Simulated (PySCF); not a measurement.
```xyz
18

C     2.1288    1.1766    0.4897
C     1.8637    0.0169   -0.1104
C     2.3447   -1.1967    0.4379
N     2.7190   -2.1936    0.8638
C     1.0326   -0.1271   -1.3464
Si   -0.7198   -0.7623   -0.9268
C    -1.5230    0.5897    0.1967
C    -2.6668    0.1723    1.0783
O    -1.1096    1.7270    0.1696
H     2.7144    1.2289    1.3920
H     1.7528    2.1042    0.0934
H     0.9566    0.8437   -1.8372
H     1.5157   -0.8202   -2.0370
H    -0.6912   -2.0299   -0.1968
H    -1.5082   -0.8768   -2.1558
H    -3.4211   -0.3289    0.4760
H    -2.2962   -0.5448    1.8085
H    -3.1011    1.0270    1.5927
```

Geometry: GFN2-xTB.

Computed with PBE0/pcSseg-1, SCF density, gas phase, non-relativistic (PySCF).

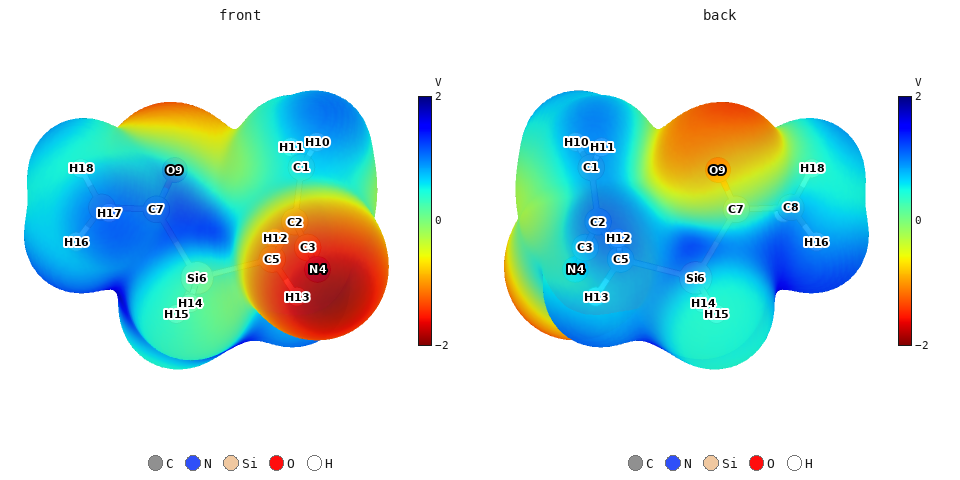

C$_{6}$H$_{9}$NOSi (SMILES C=C(C#N)C[SiH2]C(C)=O). The molecular electrostatic potential painted on the density surface at 0.002 e/bohr³, seen from the front and from behind; red is negative and blue positive.

### Describe the electrostatic potential map.

The most negative region (about −1.8 V) lies over N4, the most positive (about +1.6 V) over Si6. N4 is the likeliest acceptor of a hydrogen bond.

### What dipole moment does the calculation give?

Its dipole moment is 3.05 D.
